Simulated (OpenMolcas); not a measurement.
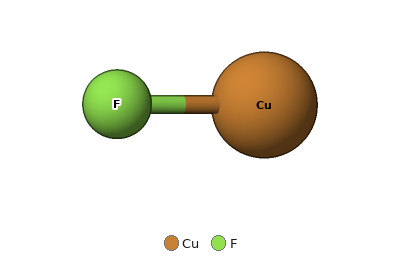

The molecule at the reference distance of 1.689 Å.

## Relativistic diatomic calculation for CuF⁺ (part 1 of 2)

CuF⁺. Computed at this level: SA-CASSCF(15,9)/XMS-CASPT2 + RASSI spin-orbit (X2C scalar, AMFI), ANO-RCC-VTZP (OpenMolcas).

### Input
```
&GATEWAY
Coord
2
angstrom
Cu 0.0 0.0 0.0
F 0.0 0.0 1.6890
Basis=ANO-RCC-VTZP
Group=XY
RX2C
AMFI
ANGMom
0.0 0.0 0.0
RICD
&SEWARD
&GUESSORB
&RASSCF
FileOrb=$CurrDir/o21.orb
Symmetry=1
Spin=2
nActEl=15 0 0
Inactive=7 4
RAS2=5 4
CIRoot=7 7 1
Linear
Iterations=120 100
OrbListing=Nothing
PRWF=0.15
>>COPY $Project.RasOrb $CurrDir/o21.orb
>>COPY $Project.rasscf.h5 $CurrDir/r21.h5
&CASPT2
XMultistate=all
Imaginary=0.2
IPEA=0.25
MaxIter=40
>>COPY $Project.JobMix JOB001
&RASSCF
FileOrb=$CurrDir/o22.orb
Symmetry=2
Spin=2
nActEl=15 0 0
Inactive=7 4
RAS2=5 4
CIRoot=10 10 1
Linear
Iterations=120 100
OrbListing=Nothing
PRWF=0.15
>>COPY $Project.RasOrb $CurrDir/o22.orb
>>COPY $Project.rasscf.h5 $CurrDir/r22.h5
&CASPT2
XMultistate=all
Imaginary=0.2
IPEA=0.25
MaxIter=40
>>COPY $Project.JobMix JOB002
&RASSCF
FileOrb=$CurrDir/o42.orb
Symmetry=2
Spin=4
nActEl=15 0 0
Inactive=7 4
RAS2=5 4
CIRoot=6 6 1
Linear
Iterations=120 100
OrbListing=Nothing
PRWF=0.15
>>COPY $Project.RasOrb $CurrDir/o42.orb
>>COPY $Project.rasscf.h5 $CurrDir/r42.h5
&CASPT2
XMultistate=all
Imaginary=0.2
IPEA=0.25
MaxIter=40
>>COPY $Project.JobMix JOB003
&RASSCF
FileOrb=$CurrDir/o41.orb
Symmetry=1
Spin=4
nActEl=15 0 0
Inactive=7 4
RAS2=5 4
CIRoot=1 1 1
Linear
Iterations=120 100
OrbListing=Nothing
PRWF=0.15
>>COPY $Project.RasOrb $CurrDir/o41.orb
>>COPY $Project.rasscf.h5 $CurrDir/r41.h5
&CASPT2
XMultistate=all
Imaginary=0.2
IPEA=0.25
MaxIter=40
>>COPY $Project.JobMix JOB004
&RASSI
Nr of JobIphs=4 7 10 6 1
1 2 3 4 5 6 7
1 2 3 4 5 6 7 8 9 10
1 2 3 4 5 6
1
SpinOrbit
EJob
Omega
MEES
MESO
Properties=4
'AngMom' 3 'Mltpl  1' 1 'Mltpl  1' 2 'Mltpl  1' 3
Thrs=1.0d-4
>>COPY $Project.rassi.h5 $CurrDir/so.h5
```

The first orbital files come from an earlier step.

Run as:
```bash
pymolcas m.inp (one call a module block, same work directory)
```

### The program's output (extracts)
```
++    Wave function specifications:
      Number of closed shell electrons          22
      Number of electrons in active shells      15
      Number of inactive orbitals               11
      Number of active orbitals                  9
      Number of secondary orbitals              69
      Spin quantum number                      0.5
      State symmetry                             1
++    Orbital specifications:
      Symmetry species                           1   2
                                                 a   b
      Frozen orbitals                            0   0
      Inactive orbitals                          7   4
      Active orbitals                            5   4
      RAS2 orbitals                              5   4
      Secondary orbitals                        35  34
      Number of basis functions                 47  42
      printout of CI-coefficients larger than  0.15 for root  1
      energy=   -1752.420305
      conf/sym  11111 2222     Coeff  Weight
            94  0222u 2222  -0.93127 0.86727
           109  022u2 2222  -0.25522 0.06514
      printout of CI-coefficients larger than  0.15 for root  2
      energy=   -1752.391734
      conf/sym  11111 2222     Coeff  Weight
           100  uu22d 2222  -0.16961 0.02877
           112  uu2d2 2222   0.20374 0.04151
           120  0u222 2222   0.94308 0.88940
      printout of CI-coefficients larger than  0.15 for root  3
      energy=   -1752.391734
      conf/sym  11111 2222     Coeff  Weight
            99  u2u2d 2222   0.16961 0.02877
           111  u2ud2 2222  -0.20374 0.04151
           117  02u22 2222  -0.94308 0.88940
      printout of CI-coefficients larger than  0.15 for root  4
      energy=   -1752.304381
      conf/sym  11111 2222     Coeff  Weight
            66  u2222 22du   0.27228 0.07413
            69  u2222 22ud   0.47160 0.22240
            78  u2222 du22  -0.38948 0.15169
            79  u2222 ud22  -0.67460 0.45508
      printout of CI-coefficients larger than  0.15 for root  5
      energy=   -1752.304381
      conf/sym  11111 2222     Coeff  Weight
            65  u2222 2220   0.38506 0.14827
            72  u2222 2202  -0.38506 0.14827
            77  u2222 2022  -0.55081 0.30339
            80  u2222 0222   0.55081 0.30339
      printout of CI-coefficients larger than  0.15 for root  6
      energy=   -1752.300230
      conf/sym  11111 2222     Coeff  Weight
            66  u2222 22du   0.42738 0.18266
            69  u2222 22ud  -0.24675 0.06089
            71  u2222 u22d   0.20910 0.04372
            75  u2222 2ud2  -0.20910 0.04372
            78  u2222 du22  -0.66049 0.43625
            79  u2222 ud22   0.38134 0.14542
      printout of CI-coefficients larger than  0.15 for root  7
      energy=   -1752.300205
      conf/sym  11111 2222     Coeff  Weight
            65  u2222 2220  -0.39618 0.15696
            72  u2222 2202  -0.39618 0.15696
            77  u2222 2022   0.54157 0.29330
            80  u2222 0222   0.54157 0.29330
      Natural orbitals and occupation numbers for root  1
      sym 1:   0.057150   1.999880   1.999880   1.938878   1.005024
      sym 2:   1.999623   1.999623   1.999971   1.999971
      Natural orbitals and occupation numbers for root  2
      sym 1:   0.077345   1.000131   1.999978   1.923586   1.999492
      sym 2:   1.999776   1.999776   1.999959   1.999959
      Natural orbitals and occupation numbers for root  3
      sym 1:   0.077345   1.999978   1.000131   1.923586   1.999492
      sym 2:   1.999776   1.999776   1.999959   1.999959
      Natural orbitals and occupation numbers for root  4
      sym 1:   1.000521   1.999925   1.996021   1.999797   1.995836
      sym 2:   1.337749   1.337749   1.666202   1.666202
      Natural orbitals and occupation numbers for root  5
      sym 1:   1.000521   1.996021   1.999925   1.999797   1.995836
      sym 2:   1.337748   1.337749   1.666202   1.666202
      Natural orbitals and occupation numbers for root  6
      sym 1:   1.001130   1.999622   1.999622   1.998996   1.999977
      sym 2:   1.325626   1.325626   1.674700   1.674700
      Natural orbitals and occupation numbers for root  7
      sym 1:   0.996448   1.999507   1.999507   1.983025   1.967420
      sym 2:   1.372335   1.372335   1.654712   1.654712
      RASSCF energy for state  7                  -1752.30020512
::    RASSCF root number  1 Total energy:  -1752.42030497
::    RASSCF root number  2 Total energy:  -1752.39173413
::    RASSCF root number  3 Total energy:  -1752.39173413
::    RASSCF root number  4 Total energy:  -1752.30438098
::    RASSCF root number  5 Total energy:  -1752.30438098
::    RASSCF root number  6 Total energy:  -1752.30022986
::    RASSCF root number  7 Total energy:  -1752.30020512
      Von Neumann Entropy (Root   1) =  0.68961
++    Wave function specifications:
      Number of closed shell electrons           8
      Number of electrons in active shells      15
      Number of inactive orbitals                4
      Number of active orbitals                  9
      Number of secondary orbitals              69
      Spin quantum number                      0.5
      State symmetry                             1
      Number of CSFs                           120
      Number of CASSCF root(s) available         7
      CASPT2 state passed to geometry opt.       7
      A file JOBMIX will be created
      This is a MULTI-STATE CASSCF reference
      Number of CI roots used                    7
      These are:                                 1   2   3   4   5   6   7
      Off-diagonal elements of Heff are computed
  FINAL CASPT2 RESULT:
      Reference energy:       -1752.4203049691
      E2 (Non-variational):      -0.9956275856
      Shift correction:          -0.0022151500
      E2 (Variational):          -0.9978427356
      Total energy:           -1753.4181477047
      Reference weight:           0.86228
  FINAL CASPT2 RESULT:
      Reference energy:       -1752.3917341312
      E2 (Non-variational):      -0.9780644133
      Shift correction:          -0.0024006453
      E2 (Variational):          -0.9804650586
      Total energy:           -1753.3721991898
      Reference weight:           0.86359
  FINAL CASPT2 RESULT:
      Reference energy:       -1752.3917341311
      E2 (Non-variational):      -0.9780612738
      Shift correction:          -0.0024006162
      E2 (Variational):          -0.9804618900
      Total energy:           -1753.3721960211
      Reference weight:           0.86359
  FINAL CASPT2 RESULT:
      Reference energy:       -1752.3043809764
      E2 (Non-variational):      -0.9306396154
      Shift correction:          -0.0016985183
      E2 (Variational):          -0.9323381337
      Total energy:           -1753.2367191101
      Reference weight:           0.88023
  FINAL CASPT2 RESULT:
      Reference energy:       -1752.3043809764
      E2 (Non-variational):      -0.9307748869
      Shift correction:          -0.0017073472
      E2 (Variational):          -0.9324822341
      Total energy:           -1753.2368632105
      Reference weight:           0.88013
  FINAL CASPT2 RESULT:
      Reference energy:       -1752.3002298560
      E2 (Non-variational):      -0.9354286431
      Shift correction:          -0.0018916607
      E2 (Variational):          -0.9373203038
      Total energy:           -1753.2375501598
      Reference weight:           0.87748
  FINAL CASPT2 RESULT:
      Reference energy:       -1752.3002051158
      E2 (Non-variational):      -0.9288859053
      Shift correction:          -0.0016729417
      E2 (Variational):          -0.9305588470
      Total energy:           -1753.2307639628
      Reference weight:           0.88105
       Total XMS-CASPT2 energies:
::    XMS-CASPT2 Root  1     Total energy:  -1753.41827727
::    XMS-CASPT2 Root  2     Total energy:  -1753.37218948
::    XMS-CASPT2 Root  3     Total energy:  -1753.37218773
::    XMS-CASPT2 Root  4     Total energy:  -1753.23755016
::    XMS-CASPT2 Root  5     Total energy:  -1753.23687293
::    XMS-CASPT2 Root  6     Total energy:  -1753.23672739
::    XMS-CASPT2 Root  7     Total energy:  -1753.23063439
++    Wave function specifications:
      Number of closed shell electrons          22
      Number of electrons in active shells      15
      Number of inactive orbitals               11
      Number of active orbitals                  9
      Number of secondary orbitals              69
      Spin quantum number                      0.5
      State symmetry                             2
      printout of CI-coefficients larger than  0.15 for root  1
      energy=   -1752.394174
      conf/sym  11111 2222     Coeff  Weight
            39  u222d 2u22  -0.39128 0.15310
            53  u22d2 222u  -0.16893 0.02854
            77  02222 222u   0.52996 0.28086
            79  02222 2u22   0.71410 0.50994
      printout of CI-coefficients larger than  0.15 for root  2
      energy=   -1752.394174
      conf/sym  11111 2222     Coeff  Weight
            40  u222d u222   0.39128 0.15310
            54  u22d2 22u2   0.16893 0.02854
            78  02222 22u2  -0.52996 0.28086
            80  02222 u222  -0.71410 0.50994
      printout of CI-coefficients larger than  0.15 for root  3
      energy=   -1752.324491
      conf/sym  11111 2222     Coeff  Weight
            95  u222u 2d22   0.17986 0.03235
           105  u22u2 222d   0.97315 0.94703
      printout of CI-coefficients larger than  0.15 for root  4
      energy=   -1752.324491
      conf/sym  11111 2222     Coeff  Weight
            96  u222u d222  -0.17986 0.03235
           106  u22u2 22d2  -0.97315 0.94703
      printout of CI-coefficients larger than  0.15 for root  5
      energy=   -1752.322036
      conf/sym  11111 2222     Coeff  Weight
            39  u222d 2u22  -0.19324 0.03734
            41  22202 222u   0.20132 0.04053
            53  u22d2 222u   0.70455 0.49639
            77  02222 222u  -0.46674 0.21785
            79  02222 2u22   0.41132 0.16919
      printout of CI-coefficients larger than  0.15 for root  6
      energy=   -1752.322036
      conf/sym  11111 2222     Coeff  Weight
            40  u222d u222   0.19324 0.03734
            42  22202 22u2  -0.20132 0.04053
            54  u22d2 22u2  -0.70455 0.49639
            78  02222 22u2   0.46674 0.21785
            80  02222 u222  -0.41132 0.16919
      printout of CI-coefficients larger than  0.15 for root  7
      energy=   -1752.301758
      conf/sym  11111 2222     Coeff  Weight
           113  u2u22 222d  -0.56602 0.32037
           114  u2u22 22d2  -0.38742 0.15009
           117  uu222 222d  -0.38742 0.15009
           118  uu222 22d2   0.56602 0.32037
      printout of CI-coefficients larger than  0.15 for root  8
      energy=   -1752.301758
      conf/sym  11111 2222     Coeff  Weight
           113  u2u22 222d  -0.38742 0.15009
           114  u2u22 22d2   0.56602 0.32037
           117  uu222 222d   0.56602 0.32037
           118  uu222 22d2   0.38742 0.15009
      printout of CI-coefficients larger than  0.15 for root  9
      energy=   -1752.301331
      conf/sym  11111 2222     Coeff  Weight
           114  u2u22 22d2   0.68839 0.47388
           117  uu222 222d  -0.68839 0.47388
      printout of CI-coefficients larger than  0.15 for root 10
      energy=   -1752.301331
      conf/sym  11111 2222     Coeff  Weight
           113  u2u22 222d   0.68839 0.47388
           118  uu222 22d2   0.68839 0.47388
      Natural orbitals and occupation numbers for root  1
      sym 1:   0.147213   1.999848   1.999689   1.951077   1.902387
      sym 2:   1.999956   1.071447   1.999666   1.928717
      Natural orbitals and occupation numbers for root  2
      sym 1:   0.147213   1.999848   1.999689   1.951077   1.902387
      sym 2:   1.071447   1.999956   1.928717   1.999666
      Natural orbitals and occupation numbers for root  3
      sym 1:   0.999647   1.999936   1.999163   1.036982   1.964273
      sym 2:   1.999993   1.963942   1.999170   1.036894
      Natural orbitals and occupation numbers for root  4
      sym 1:   0.999647   1.999936   1.999163   1.036982   1.964273
      sym 2:   1.963942   1.999993   1.036894   1.999170
      Natural orbitals and occupation numbers for root  5
      sym 1:   0.564565   1.999665   1.999650   1.499840   1.936579
      sym 2:   1.999890   1.847307   1.999780   1.152724
      Natural orbitals and occupation numbers for root  6
      sym 1:   0.564565   1.999665   1.999650   1.499840   1.936579
      sym 2:   1.847307   1.999890   1.152724   1.999780
      Natural orbitals and occupation numbers for root  7
      sym 1:   0.999964   1.500264   1.501391   1.999801   1.998581
      sym 2:   1.998373   1.999861   1.500235   1.501528
      Natural orbitals and occupation numbers for root  8
      sym 1:   0.999964   1.500264   1.501391   1.999801   1.998581
      sym 2:   1.999861   1.998373   1.501528   1.500235
      Natural orbitals and occupation numbers for root  9
      sym 1:   1.000279   1.500001   1.500001   1.999988   1.999734
      sym 2:   1.999824   1.999824   1.500175   1.500175
      Natural orbitals and occupation numbers for root 10
      sym 1:   1.000279   1.500001   1.500001   1.999988   1.999734
      sym 2:   1.999824   1.999824   1.500175   1.500175
      RASSCF energy for state 10                  -1752.30133078
::    RASSCF root number  1 Total energy:  -1752.39417447
::    RASSCF root number  2 Total energy:  -1752.39417447
::    RASSCF root number  3 Total energy:  -1752.32449105
::    RASSCF root number  4 Total energy:  -1752.32449105
::    RASSCF root number  5 Total energy:  -1752.32203557
::    RASSCF root number  6 Total energy:  -1752.32203557
::    RASSCF root number  7 Total energy:  -1752.30175807
::    RASSCF root number  8 Total energy:  -1752.30175807
::    RASSCF root number  9 Total energy:  -1752.30133078
::    RASSCF root number 10 Total energy:  -1752.30133078
      Von Neumann Entropy (Root   1) =  0.91406
++    Wave function specifications:
      Number of closed shell electrons           8
      Number of electrons in active shells      15
      Number of inactive orbitals                4
      Number of active orbitals                  9
      Number of secondary orbitals              69
      Spin quantum number                      0.5
      State symmetry                             2
      Number of CSFs                           120
      Number of CASSCF root(s) available        10
      CASPT2 state passed to geometry opt.      10
      A file JOBMIX will be created
      This is a MULTI-STATE CASSCF reference
      Number of CI roots used                   10
      These are:                                 1   2   3   4   5   6   7   8   9  10
      Off-diagonal elements of Heff are computed
  FINAL CASPT2 RESULT:
      Reference energy:       -1752.3941744691
      E2 (Non-variational):      -1.0048044730
      Shift correction:          -0.0025761466
      E2 (Variational):          -1.0073806196
      Total energy:           -1753.4015550887
      Reference weight:           0.85498
  FINAL CASPT2 RESULT:
      Reference energy:       -1752.3941744691
      E2 (Non-variational):      -1.0048044734
      Shift correction:          -0.0025761466
      E2 (Variational):          -1.0073806200
      Total energy:           -1753.4015550891
      Reference weight:           0.85498
  FINAL CASPT2 RESULT:
      Reference energy:       -1752.3244910481
      E2 (Non-variational):      -0.9209708127
      Shift correction:          -0.0013997245
      E2 (Variational):          -0.9223705372
      Total energy:           -1753.2468615853
      Reference weight:           0.88633
  FINAL CASPT2 RESULT:
      Reference energy:       -1752.3244910481
      E2 (Non-variational):      -0.9209708187
      Shift correction:          -0.0013997247
      E2 (Variational):          -0.9223705435
      Total energy:           -1753.2468615916
      Reference weight:           0.88633
  FINAL CASPSPIN-FREE ENERGIES:
  (Shifted by EMIN (a.u.) =      -1753.4182772735)
 SF State       Relative EMIN(au)   Rel lowest level(eV)    D:o, cm**(-1)      Abs_M
     1             0.0000000000        0.0000000000              0.0000         0.0
     8             0.0144638369        0.3935810520           3174.4453         1.0
     9             0.0144638369        0.3935810520           3174.4453         1.0
     2             0.0460877960        1.2541128180          10115.1020         2.0
     3             0.0460895398        1.2541602695          10115.4848         2.0
    10             0.1474678924        4.0128057792          32365.4613         1.0
    11             0.1474678940        4.0128058228          32365.4617         1.0
    18             0.1616215370        4.3979460699          35471.8273         1.0
    19             0.1616215409        4.3979461758          35471.8281         1.0
    12             0.1714872532        4.6664058841          37637.1017         1.0
    13             0.1714872595        4.6664060541          37637.1031         1.0
    24             0.1782807549        4.8512664818          39128.1030         0.0
     4             0.1807271136        4.9178352925          39665.0166         0.0
     5             0.1814043436        4.9362636597          39813.6514         2.0
     6             0.1815498829        4.9402239875          39845.5936         2.0
     7             0.1876428796        5.1060228718          41182.8518         0.0
    20             0.1963024997        5.3416631398          43083.4188         3.0
    21             0.1963025010        5.3416631759          43083.4190         3.0
    22             0.1982442702        5.3945014085          43509.5881         1.0
    23             0.1982442717        5.3945014477          43509.5884         1.0
    14             0.2006493626        5.4599473060          44037.4449         1.0
    15             0.2006493626        5.4599473060          44037.4449         1.0
    16             0.2015454504        5.4843310983          44234.1134         3.0
    17             0.2015454530        5.4843311688          44234.1140         3.0
```

(Continued in part 2.) Outcome of the run: converged.
